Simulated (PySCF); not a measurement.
C4H14B2, singlet at its GFN2-xTB optimised geometry (Å):

```
20

B     -0.4851    -0.7858     0.0018
B      0.4856     0.7845     0.0000
H      0.0002    -0.0005     0.9605
C     -2.0881    -0.7864     0.0011
H     -2.4834    -1.3042    -0.8714
H     -2.5225     0.2105     0.0035
H     -2.4845    -1.3091     0.8701
C      0.2316    -2.2197     0.0021
H     -0.0583    -2.8078    -0.8670
H     -0.0546    -2.8052     0.8744
H      1.3174    -2.1622    -0.0002
H      0.0001    -0.0006    -0.9585
C     -0.2306     2.2186     0.0000
H      0.0526     2.8027    -0.8741
H      0.0626     2.8078     0.8673
H     -1.3165     2.1613     0.0063
C      2.0886     0.7845     0.0000
H      2.4847     1.3077    -0.8688
H      2.5225    -0.2126    -0.0036
H      2.4847     1.3012     0.8726
```

Method: CAM-B3LYP/def2-SVP (PySCF). Cells within 0.4 Å of a nucleus heavier than hydrogen are left out (blank, or x).

Map of the electron localisation function on the plane z = 0.0 Å:

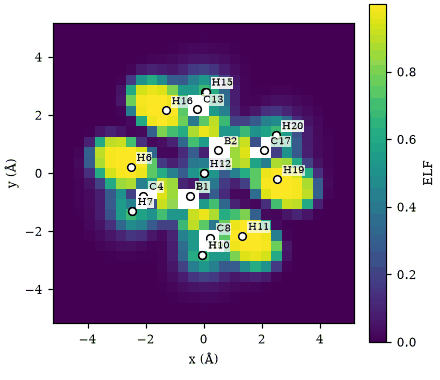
*Electron localisation function on the plane z = 0.0 Å.*
